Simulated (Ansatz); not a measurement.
# Free carriers and the phonons of InP (F-43m), part 2 of 2

Aim: how far do free carriers move the optical modes of InP (F-43m)?

Ansatz 0.2.0; DFT LDA, scalar-relativistic, plane waves, PAW; PAW set soft_1.

So far. Step 3 (Tight relaxation): The forces vanish by symmetry and the pressure is -0.004 GPa, within the tolerances set. The cell now holds 24.73 Å³/atom. Step 4 (Ground state of a member: no carriers): The forces vanish by symmetry. The relaxed cell has a = 5.827 Å (conventional setting).

The database entry behind the starting cell differs from later determinations by our own check (0.1 to 0.3 % short, probably kX units), so it need not match the best structure at ambient conditions.

## Step 5: Modes of this member: no carriers

Phonons follow from the second derivative of the energy, found here by linear response.

The zone-centre modes follow for no carriers.

The input, input.yaml:

```yaml
crystal:
  lattice:
    - [0.0, 2.913490597, 2.913490597]
    - [2.913490597, 0.0, 2.913490597]
    - [2.913490597, 2.913490597, 0.0]
  atoms:
    - { symbol: P, position: [0.75, 0.75, 0.75] }
    - { symbol: In, position: [0.0, 0.0, 0.0] }
kpoints:
  mp_grid: { grid: [30, 30, 30] }
hamiltonian:
  xc: lda
  pseudopotentials: { kind: paw, azcp: { folder: soft_1 }, xc_functional: pbe }
scf:
  occupations: { method: fermi_dirac, width: 0.03 }
output:
  eigenvalues: true
phonons:
  method: dfpt
```

Started as:

```bash
> ansatz run input.yaml --threads 8 --pin off --max-ram 16384MiB --backend cpu --events-out ev --progress --plain --runs-dir out
```

Numbers of over 12 decimals in the logs are rounded to 6 here.

What it wrote:

```text
zone centre: on kpoints.mp_grid the ground state, and the responses unless they are solved on pairs of k-points, stand on 1992 of the mesh's 27000 k-points, reduced under 8 symmetry operations, with k and −k counted as one. Each operation leaves every solved displacement unchanged or reverses it
[...]
Crystal: 2 atoms, lattice volume = 49.462 Å³
Basis set: ecut = 420 eV, 941 PW (Γ), exchange–correlation on 60×60×60 points (8 copies of the dense FFT grid, shifted against one another)
Bands: 13, of which v1, the nominal top of the filled ones, is band 9 counted from 1 (8 counted from 0)
Symmetry: 24 space group operations
k-points: 1992 of 27000 (irreducible under 8 space group operations, time reversal used)
[...]
SCF iter   1: F=—  HF=-6183.863292 eV  |F-HF|=—  |Δ(HF+E_count)|=         —  Δρ=3.29e-2  dr2=7.92e-1  ethr=3.10e-3  ⟨swp⟩=6.4  Hψ=179190  notcnv=0
[...]
SCF iter   8: F=-6183.604896 eV  HF=-6183.604896 eV  |F-HF|=1.82e-12  |Δ(HF+E_count)|=  5.52e-10  Δρ=1.20e-7  dr2=9.12e-12  ethr=1.00e-12  ⟨swp⟩=7.1  Hψ=182218  notcnv=0
SCF 1 converged in 8 iterations: F = -6183.604896 eV  dr2 = 9.12e-12
[...]
DFPT response loops at Γ: preconditioner auto → Kerker (q_TF=auto, 2.305 Å⁻¹) (partly filled bands, converged f_vac=0.007); β = 1.00, the filter's whole step (`scf.mixing.beta` (0.50) is not read by the response loops under this deck's `scf.mixing.preconditioner`; to damp them name `kerker` or `kerker_dos`, under which they read `scf.mixing.beta`, and type it under 1.00, their step now; both keys bind the ground state too); Broyden in place of MSR1
SCF converged after 8 iterations
Free energy (F): -6183.604896 eV
[...]
Internal energy: -6183.604896 eV  (E = F + TS)
E sigma→0 (E₀):  -6183.604896 eV
Entropy (-TS):   -0.000000 eV (-0.000 meV/atom)
Fermi energy:    7.339778 eV
[...]
--- Band table (eV; the first three rows and the last of 1992) ---
  k-point 0: bands = [... 5 lower, -4.6804, 6.9982, 6.9982, 6.9982, 7.5732, 10.9565, 10.9565, 10.9565]
  k-point 1: bands = [... 5 lower, -4.6670, 6.7346, 6.9824, 6.9824, 7.7949, 10.9568, 10.9799, 10.9799]
  k-point 2: bands = [... 5 lower, -4.6271, 6.2777, 6.9370, 6.9370, 8.1224, 10.9698, 11.0474, 11.0474]
  k-point 1991: bands = [... 5 lower, -2.0911, 1.1972, 3.9269, 3.9503, 11.0999, 11.2829, 12.5339, 13.0973]
--- Phonons (Γ-DFPT): 2 representative perturbations + reference, on 1992 of 27000 k-points (Σ response iterations 6) ---
  k mesh reduced under 8 symmetry operations, with k and −k counted as one. Each operation leaves every solved displacement unchanged or reverses it
  ASR residual: 9.996e-5 → 0.000e0 eV/Å²; symmetrization residual: 3.482e-6 eV/Å²
  ASR residual per site (eV/Å²): 1.00e-4 3.20e-5
  Γ frequencies (cm⁻¹): 0.00 0.00 0.00 303.62 303.62 303.62
  non-analytic LO–TO correction: not included (Born effective charges unavailable; polar crystals: no LO–TO splitting at Γ)
```

It took 1.7 min on 8 threads of Arm Neoverse N1, shared host; peak memory 3.5 GiB; 12 min of CPU time.

This step gave:

```
sum-rule residual before enforcement                    : 1.00e-4 eV/Å²
point group                                             : -43m
highest optical mode at the zone centre (no LO-TO term) : 303.6 cm⁻¹
lowest optical zone-centre mode                         : 303.6 cm⁻¹
```

Without the LO-TO term. Patterns of degenerate modes are one choice out of their space. The modes at Γ (shares of kinetic energy by element, %):

| mode | frequency (cm⁻¹) | symmetry | P % | In % |
| --- | --- | --- | --- | --- |
| 1 | 0.0 | acoustic | 21 | 79 |
| 2 | 0.0 | acoustic | 21 | 79 |
| 3 | 0.0 | acoustic | 21 | 79 |
| 4 | 303.6 | T2 | 79 | 21 |
| 5 | 303.6 | T2 | 79 | 21 |
| 6 | 303.6 | T2 | 79 | 21 |

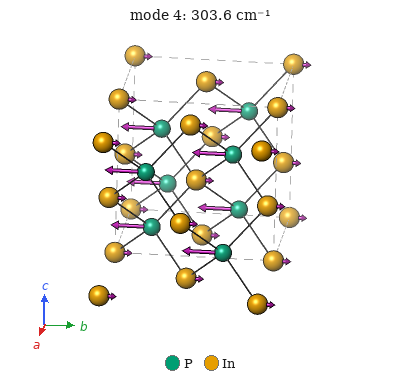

Displacement patterns of mode 4 at Γ; arrows are exaggerated. Bonds to atoms that aren't drawn are left out. 2×1×1 conventional cells are drawn. Some periodic images of atoms are drawn too.

The optical mode without the LO-TO term lies at 303.6 cm⁻¹.

## Step 6: Ground state of a member: 15 × 10²⁰ holes per cm³

The cell of the neutral crystal is kept with 15 × 10²⁰ holes per cm³, balanced by a uniform background. The bands are sampled on 30×30×30 points with Fermi-Dirac filling of 0.03 eV.

input.yaml, as its differences from that of step 5:

```diff
@@ -8,2 +8,3 @@
     - { symbol: In, position: [0.0, 0.0, 0.0] }
+total_charge: 0.074193
 kpoints:
@@ -16,4 +17,4 @@
 output:
+  forces: true
+  stress: true
   eigenvalues: true
-phonons:
-  method: dfpt
```

What it wrote:

```text
[...]
Crystal: 2 atoms, lattice volume = 49.462 Å³
Basis set: ecut = 420 eV, 941 PW (Γ)
Bands: 13, of which v1, the nominal top of the filled ones, is band 9 counted from 1 (8 counted from 0)
Symmetry: 24 space group operations
[...]
k-points: 752 of 27000 (time reversal used)
[...]
--- Band table (eV; the first three rows and the last of 752) ---
  k-point 0: bands = [... 5 lower, -4.7014, 6.9652, 6.9652, 6.9652, 7.5669, 10.9681, 10.9681, 10.9681]
  k-point 1: bands = [... 5 lower, -4.6881, 6.7078, 6.9496, 6.9496, 7.7832, 10.9682, 10.9913, 10.9913]
  k-point 2: bands = [... 5 lower, -4.6482, 6.2546, 6.9048, 6.9048, 8.1093, 10.9803, 11.0582, 11.0582]
  k-point 751: bands = [... 5 lower, -2.1287, 1.1937, 3.9216, 3.9483, 11.1132, 11.2674, 12.5489, 13.1169]
[key lines of the parts left out:]
SCF converged after 7 iterations
Free energy (F): -6184.108920 eV
Fermi energy:    6.650838 eV
P = ⅓ Tr σ = 0.1444 GPa (1.444 kbar)
```

Elapsed: 10 s, on 8 threads; peak memory 0.83 GiB.

The forces vanish by symmetry.

## Step 7: Zone-centre modes of the member: 15 × 10²⁰ holes per cm³

The zone-centre modes follow for 15 × 10²⁰ holes per cm³.

input.yaml, as its differences from that of step 6:

```diff
@@ -17,4 +17,4 @@
 output:
-  forces: true
-  stress: true
   eigenvalues: true
+phonons:
+  method: dfpt
```

What it wrote:

```text
[...]
Crystal: 2 atoms, lattice volume = 49.462 Å³
Basis set: ecut = 420 eV, 941 PW (Γ), exchange–correlation on 60×60×60 points (8 copies of the dense FFT grid, shifted against one another)
Bands: 13, of which v1, the nominal top of the filled ones, is band 9 counted from 1 (8 counted from 0)
Symmetry: 24 space group operations
k-points: 1992 of 27000 (irreducible under 8 space group operations, time reversal used)
[...]
k-point 1: bands = [... 5 lower, -4.6881, 6.7078, 6.9496, 6.9496, 7.7832, 10.9682, 10.9913, 10.9913]
  k-point 2: bands = [... 5 lower, -4.6482, 6.2546, 6.9047, 6.9047, 8.1093, 10.9803, 11.0582, 11.0582]
  k-point 1991: bands = [... 5 lower, -2.1287, 1.1937, 3.9216, 3.9483, 11.1132, 11.2673, 12.5489, 13.1168]
[...]
ASR residual: 7.050e-5 → 0.000e0 eV/Å²; symmetrization residual: 3.140e-6 eV/Å²
  ASR residual per site (eV/Å²): 2.89e-6 7.05e-5
  Γ frequencies (cm⁻¹): 0.00 0.00 0.00 291.85 291.85 291.85
[...]
[key lines of the parts left out:]
SCF converged after 10 iterations
Free energy (F): -6184.108921 eV
Fermi energy:    6.650826 eV
```

The job ended after 1.7 min (8 threads; peak memory 3.5 GiB).

Numbers from this step:

| Property | Result |
| --- | --- |
| sum-rule residual before enforcement | 7.05e-5 eV/Å² |
| highest optical mode at the zone centre (no LO-TO term) | 291.9 cm⁻¹ |
| lowest optical zone-centre mode | 291.9 cm⁻¹ |

Without the LO-TO term. Patterns of degenerate modes are one choice out of their space. The modes at Γ (shares of kinetic energy by element, %):

| mode | frequency (cm⁻¹) | symmetry | P % | In % |
| --- | --- | --- | --- | --- |
| 1 | 0.0 | acoustic | 21 | 79 |
| 2 | 0.0 | acoustic | 21 | 79 |
| 3 | 0.0 | acoustic | 21 | 79 |
| 4 | 291.9 | T2 | 79 | 21 |
| 5 | 291.9 | T2 | 79 | 21 |
| 6 | 291.9 | T2 | 79 | 21 |

The optical mode without the LO-TO term lies at 291.9 cm⁻¹.

For the highest optical mode at the zone centre (no LO-TO term), step 5 gave 304 cm⁻¹; this run, with carriers -15 × 10²⁰ cm⁻³, gives 292 cm⁻¹ (-4 %).

## Step 8: A check on a coarser mesh: 2 × 10²⁰ holes per cm³

To see what the mesh is worth, the run for 2 × 10²⁰ holes per cm³ is repeated on 24×24×24 points.

input.yaml, as its differences from that of step 7:

```diff
@@ -8,5 +8,5 @@
     - { symbol: In, position: [0.0, 0.0, 0.0] }
-total_charge: 0.074193
+total_charge: 0.009892
 kpoints:
-  mp_grid: { grid: [30, 30, 30] }
+  mp_grid: { grid: [24, 24, 24] }
 hamiltonian:
```

What it wrote:

```text
[...]
Crystal: 2 atoms, lattice volume = 49.462 Å³
Basis set: ecut = 420 eV, 941 PW (Γ), exchange–correlation on 60×60×60 points (8 copies of the dense FFT grid, shifted against one another)
Bands: 13, of which v1, the nominal top of the filled ones, is band 9 counted from 1 (8 counted from 0)
Symmetry: 24 space group operations
k-points: 1063 of 13824 (irreducible under 8 space group operations, time reversal used)
[...]
k-point 1: bands = [... 5 lower, -4.6625, 6.6242, 6.9692, 6.9692, 7.8762, 10.9593, 10.9944, 10.9944]
  k-point 2: bands = [... 5 lower, -4.6004, 6.0272, 6.9000, 6.9000, 8.2674, 10.9913, 11.0966, 11.0966]
  k-point 1062: bands = [... 5 lower, -2.0953, 1.1986, 3.9196, 3.9441, 11.1815, 11.3310, 12.4474, 13.0453]
[...]
ASR residual: 1.958e-5 → 0.000e0 eV/Å²; symmetrization residual: 4.428e-6 eV/Å²
  ASR residual per site (eV/Å²): 1.96e-5 1.51e-5
  Γ frequencies (cm⁻¹): 0.00 0.00 0.00 298.86 298.86 298.86
[...]
[key lines of the parts left out:]
SCF converged after 10 iterations
Free energy (F): -6183.673824 eV
Fermi energy:    6.915239 eV
```

Run time: 54 s. Hardware: 8 threads; peak memory 2 GiB.

This step gave:

| Item | Value |
| --- | --- |
| sum-rule residual before enforcement | 1.96e-5 eV/Å² |
| highest optical mode at the zone centre (no LO-TO term) | 298.9 cm⁻¹ |
| lowest optical zone-centre mode | 298.9 cm⁻¹ |

The highest mode comes at 298.9 cm⁻¹, against 298.7 cm⁻¹ on 30×30×30 points.

## Step 9: A check on a coarser mesh: 10 × 10²⁰ holes per cm³

To see what the mesh is worth, the run for 10 × 10²⁰ holes per cm³ is repeated on 24×24×24 points.

input.yaml, as its differences from that of step 8:

```diff
@@ -8,3 +8,3 @@
     - { symbol: In, position: [0.0, 0.0, 0.0] }
-total_charge: 0.009892
+total_charge: 0.049462
 kpoints:
```

What it wrote:

```text
[...]
Crystal: 2 atoms, lattice volume = 49.462 Å³
Basis set: ecut = 420 eV, 941 PW (Γ), exchange–correlation on 60×60×60 points (8 copies of the dense FFT grid, shifted against one another)
Bands: 13, of which v1, the nominal top of the filled ones, is band 9 counted from 1 (8 counted from 0)
Symmetry: 24 space group operations
k-points: 1063 of 13824 (irreducible under 8 space group operations, time reversal used)
[...]
k-point 1: bands = [... 5 lower, -4.6738, 6.6104, 6.9516, 6.9516, 7.8694, 10.9653, 11.0004, 11.0004]
  k-point 2: bands = [... 5 lower, -4.6117, 6.0155, 6.8829, 6.8829, 8.2606, 10.9965, 11.1021, 11.1021]
  k-point 1062: bands = [... 5 lower, -2.1155, 1.1966, 3.9167, 3.9431, 11.1882, 11.3218, 12.4558, 13.0565]
[...]
ASR residual: 4.881e-5 → 0.000e0 eV/Å²; symmetrization residual: 4.287e-6 eV/Å²
  ASR residual per site (eV/Å²): 7.15e-6 4.88e-5
  Γ frequencies (cm⁻¹): 0.00 0.00 0.00 293.71 293.71 293.71
[...]
[key lines of the parts left out:]
SCF converged after 10 iterations
Free energy (F): -6183.943469 eV
Fermi energy:    6.731353 eV
```

Run time: 54 s. Hardware: 8 threads; peak memory 2 GiB.

Numbers from this step:

```
sum-rule residual before enforcement                    : 4.88e-5 eV/Å²
highest optical mode at the zone centre (no LO-TO term) : 293.7 cm⁻¹
lowest optical zone-centre mode                         : 293.7 cm⁻¹
```

The highest mode comes at 293.7 cm⁻¹, against 293.8 cm⁻¹ on 30×30×30 points.

## Step 10: All members side by side

The members are set side by side, also those not shown above.

Electrons count positive and holes negative; without the LO-TO term; modes are tracked from the neutral crystal by their patterns, and those within 0.3 cm⁻¹ of each other stand once; the cell of the neutral crystal is kept and the atoms are relaxed where symmetry leaves them free; all runs use 30×30×30 k points and Fermi-Dirac smearing of 0.03 eV. Optical modes along the series:

| carriers (10²⁰ cm⁻³) | mode 4 T2 (cm⁻¹) |
| --- | --- |
| -15 | 291.9 |
| -10 | 293.8 |
| -6 | 295.5 |
| -4 | 296.7 |
| -2 | 298.7 |
| -1 | 300.3 |
| 0 | 303.6 |

## Step 11: Outcome

- members: 7
- mode: mode 4 T2
- its frequency without carriers: 303.62 cm⁻¹
- its frequency at -15 × 10²⁰ cm⁻³: 291.85 cm⁻¹

**Reading.** At 15 × 10²⁰ holes per cm³ the optical mode has moved by -11.77 cm⁻¹ from 303.62 cm⁻¹. At 2 and 10 × 10²⁰ cm⁻³ the coarser mesh moves the optical modes by up to 0.19 cm⁻¹, a measure of the error left by the mesh there. The response is adiabatic: the carriers follow the ions at once. Where they cannot, as for a zone-centre mode faster than their scattering, measured shifts differ, and line shapes are not given here. A static distortion lets holes move between the bands that it splits, which a fast mode allows only in part, so this softening can be well above the one seen in Raman spectra. The background stands for dopants without their size, scattering or local bonds, and the cell is that of the neutral crystal, although carriers also change the volume at rest, which would shift the modes as well. Spin-orbit coupling, which splits the valence bands that hold the holes, is left out. In a polar crystal the carriers also screen the field of the longitudinal modes, often the largest effect; only modes without that field are treated here. These are harmonic frequencies of a static lattice, with warm electrons: anharmonic shifts, linewidths and thermal expansion are left out. The PAW files were made for PBE; the program adapts parts of them to the functional of the run, but their partial waves stay those of PBE, an approximation that was not tested in this session. Only the zone centre was solved, so an instability at another wavevector cannot show here.

[Logs are printed without paths, hosts, clocks, repeated set-up lines and the standing remarks that a program may print on its own settings, such as how far it seeks lower states.]

[Hosts, paths, dates, database ids (printed as entryN), source tags and the programs' standing remarks are cut or masked in the printed files.]
